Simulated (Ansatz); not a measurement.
Cost and result by functional for the adsorption energy of H on the 1x1 (100) surface of monoclinic HfO2 (cut with top plane 2 O), one in a 1x1 cell, started at the site 'hollow O-O-O', in Ansatz (plane waves, PAW). Single points on the PBE structure, on one kind of machine; costs are rough ratios of the slab run's core time (references not counted) to the cheapest single point. r2SCAN's cost holds its higher cutoff (500 against 420 eV). Differences are taken against r2SCAN for comparison alone: no measured value is at hand, so the table doesn't rank accuracy. The points keep PBE's geometry, so the relaxation of a polaron and the settling of charge on one site are left out.

Host crystal: monoclinic HfO2, with a band gap (PBE, scalar-relativistic without spin-orbit coupling).

Slab: 25 atoms, 9.3 Å thick at the start under the adsorbate (thin: gaps and levels are the slab's own); k 4x4x1, smearing 0.01 eV, dipole-corrected; 12 atoms held, the rest relaxed; no symmetry held; spin-polarised, no spin-orbit, no U, no dispersion correction. The starting moment vanished. At the end it is bonded to O. In PBE it is, or lies within 0.03 eV of, the lowest of the starts that converged. These notes are the PBE run's. RPBE: The program's check for a lower electronic state was not made. r2SCAN: The program's check for a lower electronic state was not made. Adsorption energies are against ½ H2(g). A negative adsorption energy means that the adsorbate is more stable on the surface than in its reference.

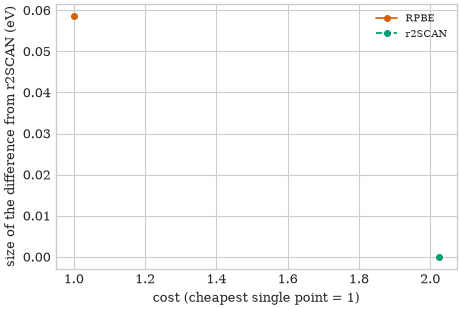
*Difference from r2SCAN against cost*

```json
[
 {"functional": "RPBE", "relative cost": "1", "adsorption energy (eV)": "1.23", "less r2SCAN (eV)": "0.06"},
 {"functional": "r2SCAN", "relative cost": "2", "adsorption energy (eV)": "1.17", "less r2SCAN (eV)": "0.00"},
 {"functional": "PBE (the relaxed run's value)", "relative cost": "–", "adsorption energy (eV)": "1.02", "less r2SCAN (eV)": "-0.15"}
]
```

The values span 0.21 eV, while the single points' costs differ by a factor of roughly 2. Differences are of unrounded values.

Ansatz is a first-principles code.
